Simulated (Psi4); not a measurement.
# PBE/cc-pVDZ (sweep point 5) run of GaH2F (SMILES [H][Ga]([H])[F])

Aim: the vertical electron affinity of GaH2F at PBE/cc-pVDZ (sweep point 5), from 2 runs. 

Program for the calculation: Psi4 1.11.

3 further runs of the same task are left out: 2 that didn't finish, 1 set aside as unsound or not needed.

**1. The system as given**

GaH2F: 4 atoms, total charge 0, spin state singlet. As SMILES, `[H][Ga]([H])[F]`. Geometry: a GFN2-xTB relaxation, a rough one for these elements and not checked as a minimum.

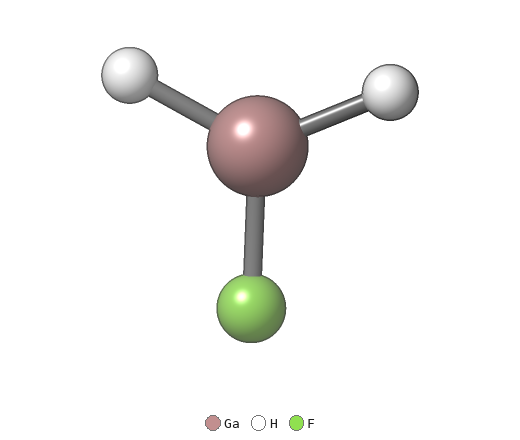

Viewed from a chosen angle; gallium pink, hydrogen white, fluorine green.

**2. A single-point energy at PBE/cc-pVDZ (sweep point 5)**

The input, calc.dat:

```
memory 1600 mb

molecule {
  0 1
  Ga     0.09681067     0.16111805     0.00149288
  H      2.99880639    -0.11330798     0.02621050
  H     -1.50699989     2.59569001    -0.03586700
  F     -1.58863606    -2.64350008     0.00814472
  units au
  symmetry c1
}

set globals {
  basis cc-pVDZ
  puream true
  scf_type pk
  dft_radial_points 99
  dft_spherical_points 590
}

E, wfn = energy("pbe", return_wfn=True)
```

Command:

```
$ psi4 calc.dat calc.out -n 1
```

calc.out:

```text
Psi4 1.11 release

   => Loading Basis Set <=

    Name: CC-PVDZ
    Role: ORBITAL
    Keyword: BASIS

         ---------------------------------------------------------
                                   SCF
                              RKS Reference
                        1 Threads,   1525 MiB Core
         ---------------------------------------------------------

  ==> Geometry <==

    Molecular point group: c1
    Full point group: C1

    Geometry (in Bohr), charge = 0, multiplicity = 1:

       Center              X                  Y                   Z               Mass
    ------------   -----------------  -----------------  -----------------  -----------------
         GA           0.341478546251     0.568228028839    -0.001263438110    68.925573500000
         H            3.243474266251     0.293801998839     0.023454181890     1.007825032230
         H           -1.262332013749     3.002799988839    -0.038623318110     1.007825032230
         F           -1.343968183749    -2.236390101161     0.005388401890    18.998403162730

  Running in c1 symmetry.

  Rotational constants: A =      4.32140  B =      0.36030  C =      0.33257 [cm^-1]
  Rotational constants: A = 129552.35490  B =  10801.50924  C =   9970.23757 [MHz]
  Nuclear repulsion =  110.158828920347531

  Charge       = 0
  Multiplicity = 1
  Electrons    = 42
  Nalpha       = 21
  Nbeta        = 21

  ==> Algorithm <==

  SCF Algorithm Type is PK.
  DIIS enabled.
  MOM disabled.
  Fractional occupation disabled.
  Guess Type is SAD.
  Energy threshold   = 1.00e-06
  Density threshold  = 1.00e-06
  Integral threshold = 1.00e-12

  ==> Primary Basis <==

  Basis Set: CC-PVDZ
    Blend: CC-PVDZ
    Number of shells: 23
    Number of basis functions: 51
    Number of Cartesian functions: 54
    Spherical Harmonics?: true
    Max angular momentum: 2

  ==> DFT Potential <==

   => LibXC <=

    Version 7.1.2

   => Composite Functional: PBE <=

    PBE GGA Exchange-Correlation Functional

    Deriv               =              1
    GGA                 =           TRUE
    Meta                =          FALSE

    Exchange Hybrid     =          FALSE
    MP2 Hybrid          =          FALSE

   => Exchange Functionals <=

    1.0000     XC_GGA_X_PBE

   => Correlation Functionals <=

    1.0000     XC_GGA_C_PBE

   => LibXC Density Thresholds  <==

    XC_GGA_C_PBE:  1.00E-12
    XC_GGA_X_PBE:  1.00E-15

   => Molecular Quadrature <=

    Radial Scheme          =       TREUTLER
    Pruning Scheme         =           NONE
    Nuclear Scheme         =       TREUTLER

    Blocking Scheme        =         OCTREE
    BS radius alpha        =              1
    Pruning alpha          =              1
    Radial Points          =             99
    Spherical Points       =            590
    Total Points           =         224133
    Total Blocks           =           1672
    Max Points             =            256
    Max Functions          =             51
    Weights Tolerance      =       1.00E-15

  ==> Integral Setup <==

  Using in-core PK algorithm.
   Calculation information:
      Number of atoms:                   4
      Number of AO shells:              23
      Number of primitives:            122
      Number of atomic orbitals:        54
      Number of basis functions:        51

      Integral cutoff                 1.00e-12
      Number of threads:                 1

  Performing in-core PK
  Using 1759602 doubles for integral storage.
  We computed 38213 shell quartets total.
  Whereas there are 38226 unique shell quartets.

  ==> DiskJK: Disk-Based J/K Matrices <==

    J tasked:                  Yes
    K tasked:                   No
    wK tasked:                  No
    Memory [MiB]:              844
    Schwarz Cutoff:          1E-12

  Cached 100.0% of DFT collocation blocks in 0.293 [GiB].

  Minimum eigenvalue in the overlap matrix is 3.0780717347E-02.
  Reciprocal condition number of the overlap matrix is 9.3550947747E-03.
    Using symmetric orthogonalization.

  ==> Pre-Iterations <==

  SCF Guess: Superposition of Atomic Densities via on-the-fly atomic UHF (no occupation information).

   -------------------------
    Irrep   Nso     Nmo
   -------------------------
     A         51      51
   -------------------------
    Total      51      51
   -------------------------

  ==> Iterations <==

                        Total Energy        Delta E     RMS |[F,P]|

   @RKS iter SAD: -2021.91386514084593   -2.02191e+03   0.00000e+00
   @RKS iter   1: -2024.83895866747253   -2.92509e+00   1.95100e-02 DIIS/ADIIS
   @RKS iter   2: -2024.04775180772617    7.91207e-01   4.34339e-02 DIIS/ADIIS
   @RKS iter   3: -2025.47942371190720   -1.43167e+00   2.55877e-03 DIIS/ADIIS
   @RKS iter   4: -2025.48981453445322   -1.03908e-02   8.70413e-04 DIIS/ADIIS
   @RKS iter   5: -2025.49024072770544   -4.26193e-04   7.60718e-04 DIIS/ADIIS
   @RKS iter   6: -2025.49080790995367   -5.67182e-04   4.29747e-05 DIIS
   @RKS iter   7: -2025.49081096380041   -3.05385e-06   5.34372e-06 DIIS
   @RKS iter   8: -2025.49081101815591   -5.43555e-08   5.66510e-07 DIIS
  Energy and wave function converged.

  ==> Post-Iterations <==

   Electrons on quadrature grid:
      Ntotal   =   41.9999995901 ; deviation = -4.099e-07

    Orbital Energies [Eh]
    ---------------------

    Doubly Occupied:

       1A   -370.996625     2A    -45.394213     3A    -40.240718
       4A    -40.236206     5A    -40.236169     6A    -24.227828
       7A     -5.311106     8A     -3.643382     9A     -3.633219
      10A     -3.630566    11A     -1.029699    12A     -0.770682
      13A     -0.768321    14A     -0.765401    15A     -0.762782
      16A     -0.757408    17A     -0.428413    18A     -0.329639
      19A     -0.329004    20A     -0.320565    21A     -0.268787

    Virtual:

      22A     -0.083266    23A     -0.018426    24A      0.024344
      25A      0.102751    26A      0.140129    27A      0.192246
      28A      0.200640    29A      0.256951    30A      0.266330
      31A      0.336176    32A      0.392924    33A      0.419712
      34A      0.428869    35A      0.682797    36A      0.715061
      37A      1.145028    38A      1.219992    39A      1.242988
      40A      1.304742    41A      1.413661    42A      1.480647
      43A      1.493729    44A      1.715831    45A      1.825895
      46A      2.171687    47A      3.499205    48A      3.503662
      49A      3.510334    50A      3.539071    51A      3.596452

    Final Occupation by Irrep:
              A
    DOCC [    21 ]
    NA   [    21 ]
    NB   [    21 ]

  @RKS Final Energy: -2025.49081101815591

   => Energetics <=

    Nuclear Repulsion Energy =            110.1588289203475313
    One-Electron Energy =               -3042.9597446656744069
    Two-Electron Energy =                 993.1334020042816064
    DFT Exchange-Correlation Energy =     -85.8232972771103562
    Empirical Dispersion Energy =           0.0000000000000000
    VV10 Nonlocal Energy =                  0.0000000000000000
    Total Energy =                      -2025.4908110181559096

Computation Completed

Properties will be evaluated at   0.000000,   0.000000,   0.000000 [a0]

Properties computed using the SCF density matrix

 Multipole Moments:

 ------------------------------------------------------------------------------------
     Multipole            Electronic (a.u.)      Nuclear  (a.u.)        Total (a.u.)
 ------------------------------------------------------------------------------------

 L = 1.  Multiply by 2.5417464519 to convert [e a0] to [Debye]
 Dipole X            :         -0.1192893            0.4712635            0.3519742
 Dipole Y            :         -0.1984422            0.7841600            0.5857177
 Dipole Z            :          0.0060399           -0.0058401            0.0001998
 Magnitude           :                                                    0.6833383

 ------------------------------------------------------------------------------------

	total time  =         10 seconds =       0.17 minutes

    Psi4 run time: 0:00:10.22
```

Wall time 12 s (1 thread of Intel Xeon Platinum 8375C at 2.90GHz (Ice Lake), shared host); peak memory 0.72 GiB.

**3. The doublet anion at the same level**

The input, input.in:

```
memory 1600 mb

molecule m {
  -1 2
  Ga     0.09681067     0.16111805     0.00149288
  H      2.99880639    -0.11330798     0.02621050
  H     -1.50699989     2.59569001    -0.03586700
  F     -1.58863606    -2.64350008     0.00814472
  units bohr
  symmetry c1
}

set basis cc-pVDZ
set reference uks
set puream true
set scf_type pk
set dft_radial_points 99
set dft_spherical_points 590
set maxiter 150

energy("pbe")
```

Command:

```
$ psi4 input.in input.out -n 1
```

input.out:

```text
Psi4 1.11 release

   => Loading Basis Set <=

    Name: CC-PVDZ
    Role: ORBITAL
    Keyword: BASIS

         ---------------------------------------------------------
                                   SCF
                              UKS Reference
                        1 Threads,   1525 MiB Core
         ---------------------------------------------------------

  ==> Geometry <==

    Molecular point group: c1
    Full point group: C1

    Geometry (in Bohr), charge = -1, multiplicity = 2:

       Center              X                  Y                   Z               Mass
    ------------   -----------------  -----------------  -----------------  -----------------
         GA           0.341478546251     0.568228028839    -0.001263438110    68.925573500000
         H            3.243474266251     0.293801998839     0.023454181890     1.007825032230
         H           -1.262332013749     3.002799988839    -0.038623318110     1.007825032230
         F           -1.343968183749    -2.236390101161     0.005388401890    18.998403162730

  Running in c1 symmetry.

  Rotational constants: A =      4.32140  B =      0.36030  C =      0.33257 [cm^-1]
  Rotational constants: A = 129552.35490  B =  10801.50924  C =   9970.23757 [MHz]
  Nuclear repulsion =  110.158828920347531

  Charge       = -1
  Multiplicity = 2
  Electrons    = 43
  Nalpha       = 22
  Nbeta        = 21

  ==> Algorithm <==

  SCF Algorithm Type is PK.
  DIIS enabled.
  MOM disabled.
  Fractional occupation disabled.
  Guess Type is SAD.
  Energy threshold   = 1.00e-06
  Density threshold  = 1.00e-06
  Integral threshold = 1.00e-12

  ==> Primary Basis <==

  Basis Set: CC-PVDZ
    Blend: CC-PVDZ
    Number of shells: 23
    Number of basis functions: 51
    Number of Cartesian functions: 54
    Spherical Harmonics?: true
    Max angular momentum: 2

  ==> DFT Potential <==

   => LibXC <=

    Version 7.1.2

   => Composite Functional: PBE <=

    PBE GGA Exchange-Correlation Functional

    Deriv               =              1
    GGA                 =           TRUE
    Meta                =          FALSE

    Exchange Hybrid     =          FALSE
    MP2 Hybrid          =          FALSE

   => Exchange Functionals <=

    1.0000     XC_GGA_X_PBE

   => Correlation Functionals <=

    1.0000     XC_GGA_C_PBE

   => LibXC Density Thresholds  <==

    XC_GGA_C_PBE:  1.00E-12
    XC_GGA_X_PBE:  1.00E-15

   => Molecular Quadrature <=

    Radial Scheme          =       TREUTLER
    Pruning Scheme         =           NONE
    Nuclear Scheme         =       TREUTLER

    Blocking Scheme        =         OCTREE
    BS radius alpha        =              1
    Pruning alpha          =              1
    Radial Points          =             99
    Spherical Points       =            590
    Total Points           =         224133
    Total Blocks           =           1672
    Max Points             =            256
    Max Functions          =             51
    Weights Tolerance      =       1.00E-15

  ==> Integral Setup <==

  Using in-core PK algorithm.
   Calculation information:
      Number of atoms:                   4
      Number of AO shells:              23
      Number of primitives:            122
      Number of atomic orbitals:        54
      Number of basis functions:        51

      Integral cutoff                 1.00e-12
      Number of threads:                 1

  Performing in-core PK
  Using 1759602 doubles for integral storage.
  We computed 38213 shell quartets total.
  Whereas there are 38226 unique shell quartets.

  ==> DiskJK: Disk-Based J/K Matrices <==

    J tasked:                  Yes
    K tasked:                   No
    wK tasked:                  No
    Memory [MiB]:              844
    Schwarz Cutoff:          1E-12

  Cached 100.0% of DFT collocation blocks in 0.293 [GiB].

  Minimum eigenvalue in the overlap matrix is 3.0780717347E-02.
  Reciprocal condition number of the overlap matrix is 9.3550947747E-03.
    Using symmetric orthogonalization.

  ==> Pre-Iterations <==

  SCF Guess: Superposition of Atomic Densities via on-the-fly atomic UHF (no occupation information).

   -------------------------
    Irrep   Nso     Nmo
   -------------------------
     A         51      51
   -------------------------
    Total      51      51
   -------------------------

  ==> Iterations <==

                        Total Energy        Delta E     RMS |[F,P]|

   @UKS iter SAD: -2021.91386514084593   -2.02191e+03   0.00000e+00
   @UKS iter   1: -2024.56030936759839   -2.64644e+00   2.08549e-02 ADIIS/DIIS
   @UKS iter   2: -2012.09171376070276    1.24686e+01   1.42822e-01 ADIIS
   @UKS iter   3: -2025.11097936292617   -1.30193e+01   1.78725e-02 ADIIS/DIIS
   @UKS iter   4: -2025.47365566213261   -3.62676e-01   1.46412e-03 ADIIS/DIIS
   @UKS iter   5: -2025.47195424328174    1.70142e-03   2.05453e-03 ADIIS/DIIS
   @UKS iter   6: -2025.47554247772632   -3.58823e-03   2.40365e-04 ADIIS/DIIS
   @UKS iter   7: -2025.47562554490696   -8.30672e-05   1.44020e-05 DIIS
   @UKS iter   8: -2025.47562609916463   -5.54258e-07   3.16908e-06 DIIS
   @UKS iter   9: -2025.47562613072614   -3.15615e-08   7.36897e-07 DIIS
  Energy and wave function converged.

  ==> Post-Iterations <==

   Electrons on quadrature grid:
      Nalpha   =   21.9999998124 ; deviation = -1.876e-07
      Nbeta    =   20.9999997998 ; deviation = -2.002e-07
      Ntotal   =   42.9999996122 ; deviation = -3.878e-07

   @Spin Contamination Metric:   2.378464808E-03
   @S^2 Expected:                7.500000000E-01
   @S^2 Observed:                7.523784648E-01
   @S   Expected:                5.000000000E-01
   @S   Observed:                5.000000000E-01

    Orbital Energies [Eh]
    ---------------------

    Alpha Occupied:

       1A   -370.736821     2A    -45.134454     3A    -39.979880
       4A    -39.977321     5A    -39.976947     6A    -23.991181
       7A     -5.049677     8A     -3.376726     9A     -3.373748
      10A     -3.372254    11A     -0.798060    12A     -0.507200
      13A     -0.505918    14A     -0.504951    15A     -0.502778
      16A     -0.500602    17A     -0.194725    18A     -0.104082
      19A     -0.100393    20A     -0.093259    21A     -0.042314
      22A      0.115067

    Alpha Virtual:

      23A      0.187559    24A      0.219422    25A      0.272605
      26A      0.333787    27A      0.396422    28A      0.408282
      29A      0.467629    30A      0.482100    31A      0.551614
      32A      0.590015    33A      0.621875    34A      0.641901
      35A      0.906415    36A      0.938645    37A      1.364484
      38A      1.435712    39A      1.449428    40A      1.532828
      41A      1.640050    42A      1.707142    43A      1.713806
      44A      1.940748    45A      2.049450    46A      2.396303
      47A      3.727635    48A      3.732343    49A      3.740687
      50A      3.767342    51A      3.826220

    Beta Occupied:

       1A   -370.736362     2A    -45.134392     3A    -39.979214
       4A    -39.977238     5A    -39.976813     6A    -23.989223
       7A     -5.049192     8A     -3.375370     9A     -3.373463
      10A     -3.372075    11A     -0.794433    12A     -0.505489
      13A     -0.505245    14A     -0.502471    15A     -0.500298
      16A     -0.499166    17A     -0.185154    18A     -0.101451
      19A     -0.096042    20A     -0.083972    21A     -0.040336

    Beta Virtual:

      22A      0.156358    23A      0.201632    24A      0.235833
      25A      0.282731    26A      0.350123    27A      0.413531
      28A      0.428237    29A      0.476855    30A      0.513389
      31A      0.583611    32A      0.608134    33A      0.627160
      34A      0.663868    35A      0.912982    36A      0.945528
      37A      1.364564    38A      1.444173    39A      1.451078
      40A      1.537894    41A      1.645934    42A      1.706550
      43A      1.714021    44A      1.940161    45A      2.052435
      46A      2.402084    47A      3.733230    48A      3.738517
      49A      3.746422    50A      3.768295    51A      3.828761

    Final Occupation by Irrep:
              A
    DOCC [    21 ]
    SOCC [     1 ]
    NA   [    22 ]
    NB   [    21 ]

  @UKS Final Energy: -2025.47562613072614

   => Energetics <=

    Nuclear Repulsion Energy =            110.1588289203475313
    One-Electron Energy =               -3053.4624220895252620
    Two-Electron Energy =                1003.8601898236960324
    DFT Exchange-Correlation Energy =     -86.0322227852442722
    Empirical Dispersion Energy =           0.0000000000000000
    VV10 Nonlocal Energy =                  0.0000000000000000
    Total Energy =                      -2025.4756261307261411

  UHF NO Occupations:
  HONO-2 :   20  A 1.9998776
  HONO-1 :   21  A 1.9990083
  HONO-0 :   22  A 1.0000000
  LUNO+0 :   23  A 0.0009917
  LUNO+1 :   24  A 0.0001224
  LUNO+2 :   25  A 0.0000319
  LUNO+3 :   26  A 0.0000163

Computation Completed

Properties will be evaluated at   0.000000,   0.000000,   0.000000 [a0]

Properties computed using the SCF density matrix

 Multipole Moments:

 ------------------------------------------------------------------------------------
     Multipole            Electronic (a.u.)      Nuclear  (a.u.)        Total (a.u.)
 ------------------------------------------------------------------------------------

 L = 1.  Multiply by 2.5417464519 to convert [e a0] to [Debye]
 Dipole X            :         -0.5254764            0.4712635           -0.0542129
 Dipole Y            :         -0.8745705            0.7841600           -0.0904105
 Dipole Z            :          0.0036309           -0.0058401           -0.0022092
 Magnitude           :                                                    0.1054418

 ------------------------------------------------------------------------------------

	total time  =         12 seconds =       0.20 minutes

    Psi4 run time: 0:00:12.45
```

It took 14 s on 1 thread of Intel Xeon Platinum 8375C at 2.90GHz (Ice Lake), shared host; peak memory 0.72 GiB.

**4. Summary of results**

Level: PBE/cc-pVDZ (sweep point 5).

```
                                         quantity           value
                      singlet GaH2F: total energy  -2025.49081 Eh
                     singlet GaH2F: dipole moment          1.74 D
                       singlet GaH2F: HOMO energy        -7.31 eV
                       singlet GaH2F: LUMO energy        -2.27 eV
                     singlet GaH2F: HOMO–LUMO gap         5.05 eV
                      doublet anion: total energy  -2025.47563 Eh
doublet anion: HOMO energy (highest over α and β)         3.13 eV
 doublet anion: LUMO energy (lowest over α and β)         4.25 eV
                              doublet anion: ⟨S²⟩           0.752
vertical electron affinity (to the doublet anion)       -0.413 eV
```

In words: The anion lies 0.41 eV (39.9 kJ/mol) above the neutral: the electron isn't bound at this level, and such a value depends on the basis. Without diffuse functions anions come out too high. The HOMO (doublet anion) lies at positive energy, 3.13 eV, as semi-local functionals often give for anions; only total energies tell whether the electron is bound.
